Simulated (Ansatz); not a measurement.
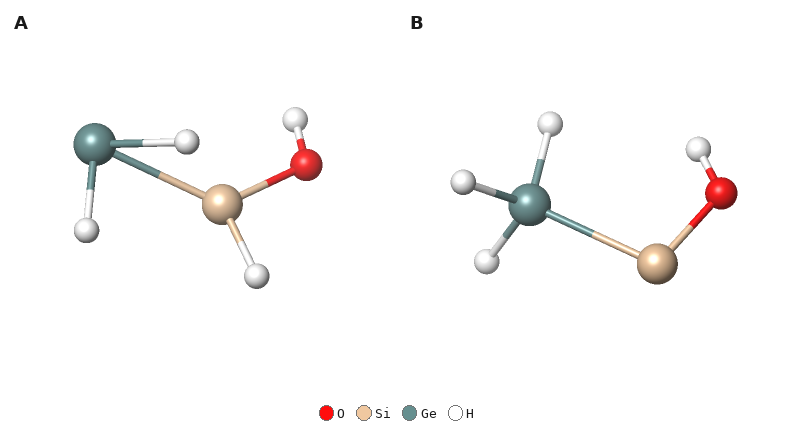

2 stationary structures of one formula. Geometries: PBE-D4/def2-SVP. Electronic energies: PBE-D4/def2-SVP (Ansatz 0.2.0), without zero-point energy. No frequency run is at hand to confirm each as a minimum. Each is one conformer, not always the lowest.

> Rank them by energy, lowest first.

A is lowest (C1); B lies 0.269 eV above it.
